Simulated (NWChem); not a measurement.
# doublet BCl− at 6 levels

We compute a comparison of 6 runs (UHF/STO-3G, UHF/3-21G, UB3LYP/6-31G*, U-r2SCAN/def2-TZVPPD, UM06-2X/def2-TZVPPD) of doublet BCl−. 

Program for the calculation: NWChem 7.3.0.

27 further runs of the same task are left out: 27 set aside as unsound or not needed. Runs told in other sessions of the task aren't counted.

## Step 1: The structure to begin with

BCl−: 2 atoms, total charge -1, spin state doublet. SMILES of the parent species: `[B]Cl`. The shape is that of a PBE0-D4/def2-TZVP optimisation. That shape belongs to the parent species and isn't relaxed for this state.

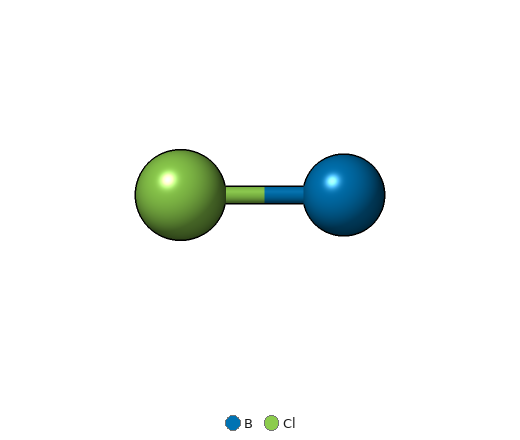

The structure, seen from a chosen angle (boron blue, chlorine green).

## Step 2: A single-point energy at UHF/STO-3G (run 1)

File run.py:

```python
from ase import Atoms
from ase.calculators.nwchem import NWChem

mol = Atoms(['B', 'Cl'], positions=[
    [-0.000000, -0.000000, -0.069660],
    [0.000000, 0.000000, 1.648190],
])

calc = NWChem(
    label='bcl',
    theory='scf',
    memory='2200 mb',
    basis='STO-3G',
    basispar='spherical bse',
    charge=-1,
    scf={'nopen': '1', 'uhf': None, 'thresh': '1e-08', 'maxiter': '80'},
    task='energy',
)
mol.calc = calc

print(f"energy = {mol.get_potential_energy():.6f} eV")
```

The run is started by

```
$ export ASE_NWCHEM_COMMAND="nwchem PREFIX.nwi > PREFIX.nwo"
$ python run.py
```

Output:

```text
energy = -13024.401527 eV
```

The calculator wrote bcl.nwi:

```
title "bcl"

permanent_dir bcl

scratch_dir bcl

start bcl

geometry units angstrom nocenter noautosym noautoz
  B  -0.0000000000000000e+00 -0.0000000000000000e+00 -6.9660000000000000e-02
  Cl 0.0000000000000000e+00 0.0000000000000000e+00 1.6481900000000000e+00
end

charge -1

memory 2200 mb

basis spherical bse noprint
   * library STO-3G
end

scf
  nopen 1
  uhf
  thresh 1e-08
  maxiter 80
end

task scf energy
```

bcl.nwo:

```text
Northwest Computational Chemistry Package (NWChem) 7.3.0
             --------------------------------------------------------

           Job information
           ---------------

    nwchem branch   = 7.3.0
    use scalapack   = T
    input           = bcl.nwi
    prefix          = bcl.
    data base       = bcl/bcl.db
    status          = startup
    nproc           =        1

           Memory information
           ------------------

    heap     =     72089598 doubles =      550.0 Mbytes
    stack    =     72089595 doubles =      550.0 Mbytes
    global   =    144179200 doubles =     1100.0 Mbytes (distinct from heap & stack)
    total    =    288358393 doubles =     2200.0 Mbytes
    verify   = yes
    hardfail = no

[... 33 lines left out ...]
            Nuclear Dipole moment (a.u.)
[... 59 lines left out ...]
 1-e energy   =    -747.028921
[... 7 lines left out ...]
         Quadratically convergent UHF
[... 14 lines left out ...]
       Final UHF  results
[... 3 lines left out ...]
      One electron energy =   -722.779864874483
[... 1 line left out ...]
 Nuclear repulsion energy =     26.183931172672
[... 26 lines left out ...]
          Final beta eigenvalues
[... 105 lines left out ...]
                     UHF Final Beta Molecular Orbital Analysis
[... 118 lines left out ...]
   Mulliken analysis of the spin density
   -------------------------------------

    Atom       Charge   Shell Charges
 -----------   ------   -------------------------------------------------------
    1 B    5     1.00   0.00  0.05  0.95
    2 Cl  17    -0.00   0.00  0.00  0.00 -0.00  0.00

       Multipole analysis of the density wrt the origin
       ------------------------------------------------

     L   x y z        total         alpha         beta         nuclear
     -   - - -        -----         -----         ----         -------
     0   0 0 0     -1.000000    -12.000000    -11.000000     22.000000

     1   1 0 0      0.000000      0.000000      0.000000      0.000000
[... 8 lines of this table left out ...]
     2   0 0 2    -19.258159    -92.561695    -91.698481    165.002017

 Task  times  cpu:        0.2s     wall:        0.2s
 Total times  cpu:        0.2s     wall:        0.2s
```

Run time: 1.3 s. Hardware: 1 thread of Intel Xeon at 2.60GHz (Ice Lake), shared host; peak memory 0.098 GiB.

## Step 3: A single-point energy at UHF/3-21G (run 2)

File bcl.nw:

```
start bcl
memory 2200 mb
charge -1
geometry units angstrom noautosym nocenter noautoz
  B     0.000000    0.000000   -0.069660
  Cl    0.000000    0.000000    1.648190
end
basis spherical bse
  * library 3-21G
end
scf
  doublet
  uhf
  thresh 1e-08
  maxiter 80
end
task scf energy
```

The run is started by

```
$ nwchem bcl.nw > bcl.out
```

Output:

```text
[...]
  functions       =    22
[...]
  wavefunction    = UHF
[...]
         Total SCF energy =   -481.730707786100
      One electron energy =   -722.894030103097
      Two electron energy =    214.979391144325
 Nuclear repulsion energy =     26.183931172672
                       Sz =      0.5000
                 Sz(Sz+1) =      0.7500
                      S^2 =      0.7584
[...]
```

Run time: 0.87 s. Hardware: 1 thread of Intel Xeon at 2.60GHz (Ice Lake), shared host; peak memory 0.098 GiB.

Run 3 isn't shown in full; the table further down has it.

## Step 4: A single-point energy at UB3LYP/6-31G(d) (spherical functions) (run 4)

File bcl.nw:

```
start bcl
memory total 2200 mb
charge -1

geometry units au noautosym nocenter noautoz
  B    0.00000000   0.00000000  -0.13163832
  Cl   0.00000000   0.00000000   3.11462770
end

basis spherical bse
  * library 6-31G*
end

dft
  xc b3lyp
  mult 2
  grid xfine
  convergence energy 1e-08
  iterations 100
  mulliken
end

task dft
```

The run is started by

```
$ nwchem bcl.nw > bcl.out
```

Output:

```text
[...]
          Wavefunction type:  spin polarized.
          No. of atoms     :     2
          No. of electrons :    23
[...]
          Charge           :    -1
          Spin multiplicity:     2
[...]
          AO basis - number of functions:    32
[...]
              XC Information
              --------------
                         B3LYP Method XC Potential
                     Hartree-Fock (Exact) Exchange  0.200
                        Slater Exchange Functional  0.800 local
                    Becke 1988 Exchange Functional  0.720 non-local
              Lee-Yang-Parr Correlation Functional  0.810
                  VWN I RPA Correlation Functional  0.190 local
[...]
 d= 0,ls=0.0,diis     1   -484.6745403515 -5.11D+02  4.57D-02  4.81D-01     0.6
[...]
 d= 0,ls=0.0,diis     9   -484.9331153264 -4.95D-09  5.55D-06  2.23D-09     3.7
[...]
         Total DFT energy =     -484.933115326441
      One electron energy =     -725.864964446776
           Coulomb energy =      247.304331840933
    Exchange-Corr. energy =      -32.556412033945
 Nuclear repulsion energy =       26.183929313347
[...]
      Total Density - Mulliken Population Analysis
     ---------------------------------------------
    Atom       Charge   Shell Charges
 -----------   ------   -------------------------------------------------------
    1 B    5     5.68   2.00  0.53  0.99  1.39  0.75  0.03
    2 Cl  17    17.32   2.00  2.00  5.97  1.39  3.63  0.54  1.76  0.03
[...]
      <S2> =      0.7533 (Exact =     0.7500)
[...]
```

Wall time 4.5 s (1 thread of Intel Xeon at 2.60GHz (Ice Lake), shared host); peak memory 0.11 GiB.

Run 5 isn't shown in full; the table further down has it.

## Step 5: The energy at UM06-2X/def2-TZVPPD (run 6)

File sp.nw:

```
start sp
title "BCl"
memory 2200 mb
charge -1

geometry noautosym nocenter noautoz
   B        0.000000       0.000000      -0.069660
   Cl       0.000000       0.000000       1.648190
end

basis "ao basis" spherical bse
   * library def2-TZVPPD
end

dft
   xc m06-2x
   mult 2
   grid xfine
   convergence energy 1e-08
   iterations 100
   mulliken
end

task dft
```

The run is started by

```
$ nwchem sp.nw > sp.out
```

Output:

```text
[...]
          Wavefunction type:  spin polarized.
          No. of atoms     :     2
          No. of electrons :    23
[...]
          Charge           :    -1
          Spin multiplicity:     2
[...]
          AO basis - number of functions:    88
[...]
              XC Information
              --------------
                       M06-2X Method XC Functional
                     Hartree-Fock (Exact) Exchange  0.540
                        M06-2X Exchange Functional  1.000
                      M06-2X Correlation Potential  1.000
[...]
 d= 0,ls=0.0,diis     1   -484.5266751598 -5.11D+02  7.04D-01  1.66D+00     2.4
[...]
 d= 0,ls=0.5,diis    34   -484.9686973863 -2.47D-09  2.71D-06  2.54D-09    69.1
[...]
         Total DFT energy =     -484.968697391099
      One electron energy =     -725.068884471718
           Coulomb energy =      246.338208198147
    Exchange-Corr. energy =      -32.421952290200
 Nuclear repulsion energy =       26.183931172672
[...]
      Total Density - Mulliken Population Analysis
     ---------------------------------------------
    Atom       Charge   Shell Charges
 -----------   ------   -------------------------------------------------------
    1 B    5     5.76   0.92  1.05  0.60  0.77  0.41  0.33  0.68  0.56  0.33  0.02  0.04  0.03  0.01
    2 Cl  17    17.24   2.01  0.43  1.53  1.12  0.82 -0.06  4.20  1.66  1.16  2.75  1.45  0.04  0.00  0.02  0.04  0.08  0.00
[...]
      <S2> =      0.7563 (Exact =     0.7500)
[...]
```

Wall time 72 s (1 thread of Intel Xeon at 2.60GHz (Ice Lake), shared host); peak memory 0.12 GiB.

## Step 6: All runs side by side

```
run                                level  Cartesian functions  iteration cap  energy (Eh)  HOMO energy (eV)  LUMO energy (eV)   ⟨S²⟩  wall time
  1                           UHF/STO-3G                   no             80  -478.637932              5.25             18.15  0.755      1.3 s
  2                            UHF/3-21G                   no             80  -481.730708              0.45              9.53  0.758     0.87 s
  3  UB3LYP/6-31G* (Cartesian functions)                  yes            100  -484.936930                 –                 –  0.753      4.5 s
  4  UB3LYP/6-31G* (spherical functions)                   no            100  -484.933115              4.04              6.16  0.753      4.5 s
  5                 U-r2SCAN/def2-TZVPPD                   no            100  -484.947066              2.90              3.75  0.763       86 s
  6                  UM06-2X/def2-TZVPPD                   no            100  -484.968697              1.47              3.64  0.756       72 s
```

## Step 7: Results

| quantity | value |
| --- | --- |
| run 6: total energy | -484.96870 Eh |
| run 6: HOMO energy (highest over α and β) | 1.47 eV |
| run 6: LUMO energy (lowest over α and β) | 3.64 eV |
| run 6: ⟨S²⟩ | 0.756 |

**Reading.** Totals of different functionals can't be ranked against each other. In runs 1, 2, 4, 5, 6 the HOMO lies above zero, from self-interaction, a short basis or an electron that isn't bound. In run 1 the basis is minimal, so the values are rough. All runs together took 2.8 min, the longest 86 s.
